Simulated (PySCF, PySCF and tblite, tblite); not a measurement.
# C₁₀H₁₁O+: conformers and averaged spectra

Which conformers does C₁₀H₁₁O+ (`C=C(c1cccc[o+]1)C1CC1`) populate, and what do their averaged NMR parameters look like?

Computed with tblite 0.8.0 (tight binding) and PySCF 2.14.0 (DFT, with response routines of our own); each step states its level. Atoms count from 0 throughout.

## 1. The starting structure

22 atoms, charge 1, multiplicity 1; geometry from: MMFF94s geometry.

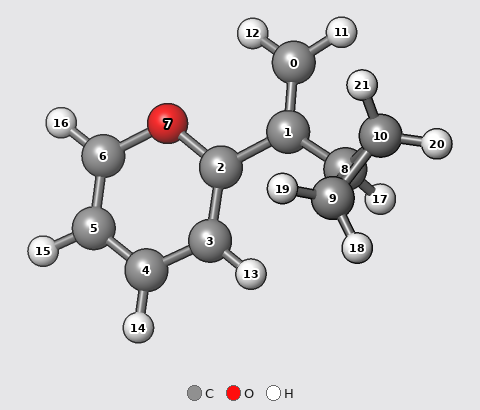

The starting geometry (carbon grey, oxygen red, hydrogen white), atoms numbered.

## 2. GFN2-xTB relaxation, conformer 1

Job settings and geometry (Å):

```
{"job": {"xc": "GFN2-xTB", "basis": "xTB", "kind": "relax"}, "charge": 1, "multiplicity": 1}
C     -0.630700    -2.134200     0.740700
C     -0.561600    -0.912000     0.149400
C      0.778300    -0.243400     0.227400
C      1.077800     0.939800    -0.473300
C      2.331100     1.516500    -0.346100
C      3.286600     0.934900     0.455700
C      3.017100    -0.230400     1.148600
O      1.764000    -0.870100     1.038200
C     -1.709500    -0.323000    -0.551500
C     -2.327100     0.964700    -0.040000
C     -3.082100    -0.321700     0.093400
H     -1.565800    -2.709400     0.720100
H      0.192600    -2.596600     1.266800
H      0.337200     1.401900    -1.104100
H      2.554100     2.444400    -0.895800
H      4.270100     1.396300     0.570900
H      3.773100    -0.682200     1.795600
H     -1.702600    -0.482200    -1.629500
H     -2.695400     1.685600    -0.764600
H     -1.960300     1.423100     0.878800
H     -3.947900    -0.465800    -0.538300
H     -3.209200    -0.716800     1.096900
```

Launch:

```sh
OMP_NUM_THREADS=1 python ens_run.py task.json out
```

One launch serves the whole session.

Log:

```text
step      E/eV     max force
  0    -831.83918    3.491
  1    -832.13536    1.420
  2    -832.21875    1.055
  3    -832.26261    0.763
  4    -832.30689    0.448
  5    -832.32992    0.340
  6    -832.35357    0.443
  7    -832.36991    0.332
  8    -832.38165    0.258
  9    -832.38855    0.283
 10    -832.39352    0.216
 11    -832.39709    0.178
 12    -832.39961    0.121
 13    -832.40144    0.100
 14    -832.40295    0.084
 15    -832.40409    0.072
 16    -832.40482    0.071
 17    -832.40536    0.067
 18    -832.40592    0.067
 19    -832.40655    0.057
 20    -832.40712    0.059
 21    -832.40764    0.055
 22    -832.40820    0.069
 23    -832.40880    0.060
 24    -832.40926    0.044
 25    -832.40954    0.043
 26    -832.40978    0.045
 27    -832.41011    0.057
 28    -832.41057    0.054
 29    -832.41108    0.055
 30    -832.41147    0.046
 31    -832.41174    0.036
 32    -832.41174    0.036
 33    -832.41187    0.031
 34    -832.41218    0.031
 35    -832.41228    0.032
 36    -832.41245    0.032
 37    -832.41255    0.034
 38    -832.41269    0.032
 39    -832.41281    0.031
 40    -832.41293    0.028
 41    -832.41303    0.024
 42    -832.41312    0.024
 43    -832.41320    0.023
 44    -832.41328    0.022
 45    -832.41337    0.024
 46    -832.41347    0.029
 47    -832.41357    0.025
 48    -832.41365    0.017
 49    -832.41372    0.024
 50    -832.41381    0.031
 51    -832.41393    0.036
 52    -832.41405    0.033
 53    -832.41418    0.026
 54    -832.41428    0.023
 55    -832.41438    0.023
 56    -832.41446    0.020
 57    -832.41453    0.020
 58    -832.41460    0.017
 59    -832.41465    0.017
 60    -832.41469    0.016
 61    -832.41473    0.015
 62    -832.41478    0.019
 63    -832.41482    0.019
 64    -832.41486    0.018
 65    -832.41489    0.013
 66    -832.41491    0.013
 67    -832.41495    0.017
 68    -832.41499    0.016
 69    -832.41502    0.013
 70    -832.41505    0.012
 71    -832.41508    0.015
 72    -832.41512    0.018
 73    -832.41517    0.020
 74    -832.41524    0.020
 75    -832.41530    0.021
 76    -832.41538    0.017
 77    -832.41545    0.019
 78    -832.41550    0.014
 79    -832.41554    0.014
 80    -832.41559    0.018
 81    -832.41564    0.020
 82    -832.41571    0.021
 83    -832.41578    0.021
 84    -832.41585    0.021
 85    -832.41592    0.023
 86    -832.41601    0.027
 87    -832.41615    0.031
 88    -832.41633    0.038
 89    -832.41652    0.037
 90    -832.41672    0.033
 91    -832.41694    0.038
 92    -832.41718    0.032
 93    -832.41740    0.042
 94    -832.41757    0.032
 95    -832.41770    0.027
 96    -832.41784    0.026
 97    -832.41800    0.033
 98    -832.41819    0.038
 99    -832.41838    0.032
100    -832.41848    0.040
101    -832.41865    0.031
102    -832.41875    0.023
103    -832.41889    0.017
104    -832.41892    0.017
105    -832.41899    0.017
106    -832.41904    0.017
107    -832.41910    0.019
108    -832.41914    0.012
109    -832.41917    0.014
110    -832.41919    0.013
111    -832.41922    0.014
112    -832.41924    0.010
113    -832.41926    0.007
114    -832.41927    0.006
115    -832.41928    0.009
116    -832.41930    0.013
117    -832.41932    0.013
118    -832.41934    0.010
119    -832.41936    0.010
120    -832.41940    0.014
121    -832.41943    0.014
122    -832.41946    0.012
123    -832.41949    0.012
124    -832.41950    0.011
125    -832.41952    0.009
126    -832.41954    0.010
127    -832.41955    0.008
128    -832.41956    0.006
129    -832.41956    0.005
130    -832.41956    0.004
131    -832.41957    0.004
```

Run time: 1.3 s. Hardware: 1 thread of Intel Xeon Platinum 8375C at 2.90GHz, shared host.

The energy fell by 0.580 eV, and the atoms moved 0.25 Å (root mean square).

**GFN2-xTB relaxation, conformer 2**

Job settings and geometry (Å):

```
{"job": {"xc": "GFN2-xTB", "basis": "xTB", "kind": "relax"}, "charge": 1, "multiplicity": 1}
C      0.752400    -1.677700    -1.584200
C      0.656200    -0.708400    -0.647800
C     -0.654600    -0.346800    -0.057900
C     -1.777600    -1.176300    -0.003300
C     -2.971600    -0.751300     0.574200
C     -3.070500     0.539400     1.060500
C     -1.970700     1.394600     1.026000
O     -0.714300     0.954900     0.537500
C      1.885800    -0.024900    -0.139200
C      2.062500     1.450500    -0.407400
C      2.936800     0.452000    -1.110000
H      1.707900    -1.963200    -1.992400
H     -0.110000    -2.202700    -1.994400
H     -1.715900    -2.199300    -0.383500
H     -3.834600    -1.408900     0.608400
H     -4.006900     0.896600     1.495500
H     -2.048700     2.410000     1.417200
H      2.231800    -0.395100     0.820800
H      2.515800     2.062000     0.372900
H      1.341800     1.985900    -1.004600
H      3.974600     0.392400    -0.793900
H      2.799700     0.335500    -2.175600
```

Log:

```text
step      E/eV     max force
  0    -831.76683    3.709
  1    -832.07932    1.487
  2    -832.16762    1.053
  3    -832.21073    0.742
  4    -832.26031    0.455
  5    -832.27596    0.350
  6    -832.29669    0.407
  7    -832.30700    0.243
  8    -832.31420    0.239
  9    -832.31836    0.219
 10    -832.32216    0.202
 11    -832.32492    0.158
 12    -832.32717    0.110
 13    -832.32958    0.112
 14    -832.33233    0.134
 15    -832.33463    0.109
 16    -832.33603    0.082
 17    -832.33697    0.061
 18    -832.33782    0.070
 19    -832.33858    0.067
 20    -832.33922    0.065
 21    -832.33983    0.056
 22    -832.34051    0.059
 23    -832.34118    0.055
 24    -832.34174    0.055
 25    -832.34222    0.056
 26    -832.34283    0.074
 27    -832.34376    0.092
 28    -832.34506    0.103
 29    -832.34651    0.107
 30    -832.34774    0.085
 31    -832.34879    0.085
 32    -832.34983    0.077
 33    -832.35086    0.079
 34    -832.35184    0.071
 35    -832.35274    0.068
 36    -832.35356    0.070
 37    -832.35426    0.055
 38    -832.35482    0.043
 39    -832.35532    0.046
 40    -832.35581    0.043
 41    -832.35625    0.046
 42    -832.35665    0.049
 43    -832.35717    0.051
 44    -832.35794    0.064
 45    -832.35907    0.083
 46    -832.36046    0.075
 47    -832.36163    0.068
 48    -832.36229    0.051
 49    -832.36278    0.045
 50    -832.36327    0.043
 51    -832.36369    0.041
 52    -832.36406    0.057
 53    -832.36445    0.045
 54    -832.36509    0.061
 55    -832.36572    0.071
 56    -832.36658    0.059
 57    -832.36732    0.057
 58    -832.36800    0.055
 59    -832.36885    0.065
 60    -832.37005    0.089
 61    -832.37154    0.111
 62    -832.37302    0.106
 63    -832.37422    0.086
 64    -832.37561    0.104
 65    -832.37718    0.109
 66    -832.37889    0.088
 67    -832.38014    0.077
 68    -832.38139    0.070
 69    -832.38236    0.056
 70    -832.38314    0.054
 71    -832.38340    0.079
 72    -832.38398    0.042
 73    -832.38426    0.034
 74    -832.38426    0.034
 75    -832.38437    0.031
 76    -832.38470    0.032
 77    -832.38478    0.032
 78    -832.38496    0.025
 79    -832.38506    0.025
 80    -832.38513    0.025
 81    -832.38522    0.027
 82    -832.38531    0.025
 83    -832.38540    0.027
 84    -832.38548    0.024
 85    -832.38555    0.021
 86    -832.38560    0.015
 87    -832.38563    0.011
 88    -832.38567    0.013
 89    -832.38570    0.013
 90    -832.38574    0.014
 91    -832.38577    0.010
 92    -832.38579    0.014
 93    -832.38582    0.016
 94    -832.38586    0.013
 95    -832.38588    0.011
 96    -832.38590    0.012
 97    -832.38592    0.013
 98    -832.38594    0.012
 99    -832.38596    0.011
100    -832.38597    0.010
101    -832.38599    0.008
102    -832.38600    0.008
103    -832.38601    0.007
104    -832.38602    0.008
105    -832.38603    0.007
106    -832.38604    0.009
107    -832.38605    0.009
108    -832.38607    0.008
109    -832.38608    0.006
110    -832.38608    0.007
111    -832.38609    0.008
112    -832.38610    0.008
113    -832.38611    0.006
114    -832.38612    0.006
115    -832.38613    0.008
116    -832.38614    0.007
117    -832.38615    0.007
118    -832.38616    0.007
119    -832.38617    0.009
120    -832.38618    0.010
121    -832.38618    0.007
122    -832.38619    0.006
123    -832.38620    0.005
124    -832.38621    0.008
125    -832.38621    0.007
126    -832.38622    0.005
127    -832.38622    0.007
128    -832.38623    0.007
129    -832.38624    0.009
130    -832.38625    0.010
131    -832.38626    0.010
132    -832.38628    0.010
133    -832.38630    0.009
134    -832.38632    0.011
135    -832.38634    0.014
136    -832.38637    0.014
137    -832.38641    0.013
138    -832.38645    0.013
139    -832.38649    0.013
140    -832.38652    0.013
141    -832.38654    0.012
142    -832.38657    0.010
143    -832.38659    0.010
144    -832.38661    0.009
145    -832.38662    0.009
146    -832.38663    0.007
147    -832.38664    0.007
148    -832.38665    0.006
149    -832.38665    0.006
150    -832.38666    0.007
151    -832.38667    0.008
152    -832.38668    0.006
153    -832.38668    0.005
154    -832.38669    0.004
```

Wall time 1.5 s (1 thread of Intel Xeon Platinum 8375C at 2.90GHz, shared host).

The energy fell by 0.620 eV, and the atoms moved 0.42 Å (root mean square).

## 3. GFN2-xTB relaxation, conformer 3

Job settings and geometry (Å):

```
{"job": {"xc": "GFN2-xTB", "basis": "xTB", "kind": "relax"}, "charge": 1, "multiplicity": 1}
C     -0.714900     2.176500    -0.230000
C     -0.621700     0.838200    -0.270200
C      0.729600     0.197400    -0.121800
C      1.732800     0.661600     0.709900
C      2.948000    -0.013500     0.800700
C      3.155200    -1.142100     0.016000
C      2.164200    -1.620600    -0.821400
O      0.903200    -0.986700    -0.878500
C     -1.785100    -0.034300    -0.535700
C     -3.085800     0.170400     0.221900
C     -2.234100    -1.030400     0.505500
H     -1.695100     2.654400    -0.373400
H      0.107400     2.859300    -0.078500
H      1.576900     1.534700     1.332500
H      3.731000     0.363200     1.457200
H      4.112500    -1.660200     0.074500
H      2.335600    -2.506300    -1.423200
H     -1.874100    -0.347900    -1.576100
H     -4.012600     0.018700    -0.313700
H     -3.145000     0.936400     0.991000
H     -2.596900    -1.987100     0.170900
H     -1.741400    -1.062300     1.474300
```

Log:

```text
step      E/eV     max force
  0    -831.84228    3.406
  1    -832.11734    1.177
  2    -832.18240    1.056
  3    -832.22663    0.691
  4    -832.26182    0.458
  5    -832.27836    0.340
  6    -832.29402    0.344
  7    -832.30506    0.322
  8    -832.31271    0.222
  9    -832.31713    0.223
 10    -832.32056    0.167
 11    -832.32343    0.163
 12    -832.32579    0.131
 13    -832.32804    0.110
 14    -832.33042    0.126
 15    -832.33250    0.092
 16    -832.33379    0.078
 17    -832.33464    0.066
 18    -832.33544    0.075
 19    -832.33624    0.067
 20    -832.33699    0.066
 21    -832.33773    0.056
 22    -832.33857    0.074
 23    -832.33947    0.077
 24    -832.34023    0.062
 25    -832.34085    0.067
 26    -832.34155    0.073
 27    -832.34261    0.104
 28    -832.34419    0.106
 29    -832.34611    0.120
 30    -832.34781    0.095
 31    -832.34912    0.088
 32    -832.35036    0.086
 33    -832.35175    0.110
 34    -832.35324    0.101
 35    -832.35462    0.081
 36    -832.35582    0.087
 37    -832.35688    0.082
 38    -832.35786    0.069
 39    -832.35871    0.060
 40    -832.35938    0.053
 41    -832.35990    0.044
 42    -832.36036    0.048
 43    -832.36089    0.057
 44    -832.36157    0.062
 45    -832.36240    0.076
 46    -832.36335    0.067
 47    -832.36426    0.071
 48    -832.36496    0.056
 49    -832.36549    0.053
 50    -832.36600    0.050
 51    -832.36651    0.066
 52    -832.36701    0.065
 53    -832.36748    0.048
 54    -832.36788    0.038
 55    -832.36788    0.038
 56    -832.36804    0.030
 57    -832.36836    0.032
 58    -832.36845    0.030
 59    -832.36867    0.028
 60    -832.36881    0.033
 61    -832.36899    0.026
 62    -832.36917    0.034
 63    -832.36939    0.032
 64    -832.36961    0.040
 65    -832.36984    0.043
 66    -832.37010    0.037
 67    -832.37042    0.041
 68    -832.37077    0.044
 69    -832.37113    0.040
 70    -832.37146    0.038
 71    -832.37178    0.035
 72    -832.37206    0.041
 73    -832.37231    0.035
 74    -832.37255    0.038
 75    -832.37279    0.033
 76    -832.37301    0.042
 77    -832.37320    0.034
 78    -832.37335    0.029
 79    -832.37353    0.028
 80    -832.37374    0.046
 81    -832.37398    0.053
 82    -832.37424    0.042
 83    -832.37451    0.042
 84    -832.37478    0.039
 85    -832.37506    0.045
 86    -832.37534    0.044
 87    -832.37563    0.045
 88    -832.37592    0.042
 89    -832.37619    0.032
 90    -832.37642    0.034
 91    -832.37662    0.026
 92    -832.37677    0.025
 93    -832.37689    0.023
 94    -832.37699    0.025
 95    -832.37711    0.028
 96    -832.37724    0.028
 97    -832.37738    0.028
 98    -832.37749    0.021
 99    -832.37759    0.024
100    -832.37772    0.027
101    -832.37789    0.033
102    -832.37807    0.032
103    -832.37827    0.031
104    -832.37850    0.037
105    -832.37881    0.050
106    -832.37923    0.048
107    -832.37963    0.044
108    -832.37993    0.034
109    -832.38011    0.033
110    -832.38026    0.031
111    -832.38041    0.024
112    -832.38062    0.022
113    -832.38070    0.020
114    -832.38079    0.019
115    -832.38086    0.020
116    -832.38096    0.023
117    -832.38110    0.025
118    -832.38129    0.030
119    -832.38152    0.031
120    -832.38176    0.025
121    -832.38198    0.037
122    -832.38219    0.037
123    -832.38237    0.026
124    -832.38254    0.029
125    -832.38269    0.025
126    -832.38285    0.029
127    -832.38299    0.033
128    -832.38313    0.021
129    -832.38326    0.024
130    -832.38340    0.034
131    -832.38355    0.030
132    -832.38373    0.029
133    -832.38389    0.028
134    -832.38404    0.028
135    -832.38419    0.031
136    -832.38433    0.033
137    -832.38438    0.033
138    -832.38447    0.018
139    -832.38451    0.015
140    -832.38458    0.012
141    -832.38462    0.014
142    -832.38468    0.015
143    -832.38471    0.013
144    -832.38476    0.011
145    -832.38479    0.010
146    -832.38481    0.008
147    -832.38482    0.008
148    -832.38483    0.007
149    -832.38484    0.006
150    -832.38486    0.006
151    -832.38487    0.007
152    -832.38488    0.007
153    -832.38489    0.006
154    -832.38490    0.006
155    -832.38491    0.006
156    -832.38492    0.006
157    -832.38492    0.005
158    -832.38493    0.005
159    -832.38494    0.006
160    -832.38495    0.006
161    -832.38495    0.006
162    -832.38496    0.006
163    -832.38498    0.008
164    -832.38499    0.008
165    -832.38500    0.009
166    -832.38503    0.010
167    -832.38506    0.012
168    -832.38511    0.014
169    -832.38517    0.015
170    -832.38523    0.017
171    -832.38529    0.017
172    -832.38538    0.019
173    -832.38547    0.021
174    -832.38557    0.022
175    -832.38565    0.027
176    -832.38569    0.021
177    -832.38578    0.018
178    -832.38584    0.017
179    -832.38597    0.017
180    -832.38608    0.022
181    -832.38620    0.033
182    -832.38633    0.025
183    -832.38645    0.024
184    -832.38650    0.036
185    -832.38658    0.019
186    -832.38669    0.014
187    -832.38682    0.017
188    -832.38691    0.029
189    -832.38698    0.023
190    -832.38711    0.023
191    -832.38724    0.021
192    -832.38733    0.047
193    -832.38745    0.050
194    -832.38768    0.039
195    -832.38795    0.058
196    -832.38824    0.053
197    -832.38870    0.082
198    -832.38920    0.100
199    -832.38956    0.064
200    -832.39041    0.061
201    -832.38795    0.298
202    -832.39141    0.066
203    -832.39205    0.040
204    -832.39314    0.175
205    -832.39419    0.079
206    -832.39612    0.082
207    -832.39634    0.235
208    -832.39961    0.100
209    -832.40125    0.079
210    -832.39361    0.430
211    -832.40325    0.080
212    -832.40441    0.077
213    -832.40198    0.340
214    -832.40751    0.081
215    -832.40866    0.083
216    -832.41054    0.146
217    -832.41162    0.087
218    -832.41275    0.072
219    -832.41375    0.063
220    -832.41480    0.072
221    -832.41570    0.089
222    -832.41660    0.079
223    -832.41745    0.056
224    -832.41809    0.050
225    -832.41868    0.052
226    -832.41904    0.047
227    -832.41929    0.035
228    -832.41953    0.037
229    -832.41979    0.035
230    -832.42005    0.038
231    -832.42030    0.035
232    -832.42061    0.030
233    -832.42098    0.041
234    -832.42138    0.041
235    -832.42168    0.045
236    -832.42200    0.030
237    -832.42229    0.027
238    -832.42252    0.022
239    -832.42265    0.020
240    -832.42277    0.021
241    -832.42289    0.026
242    -832.42301    0.023
243    -832.42310    0.018
244    -832.42317    0.015
245    -832.42323    0.014
246    -832.42330    0.016
247    -832.42335    0.017
248    -832.42339    0.012
249    -832.42343    0.012
250    -832.42345    0.011
251    -832.42346    0.006
252    -832.42347    0.005
253    -832.42347    0.005
254    -832.42348    0.005
255    -832.42348    0.004
256    -832.42349    0.003
```

Wall time 2.9 s (1 thread of Intel Xeon Platinum 8375C at 2.90GHz, shared host).

The energy fell by 0.581 eV, and the atoms moved 1.11 Å (root mean square).

[end of part 1 of 2]
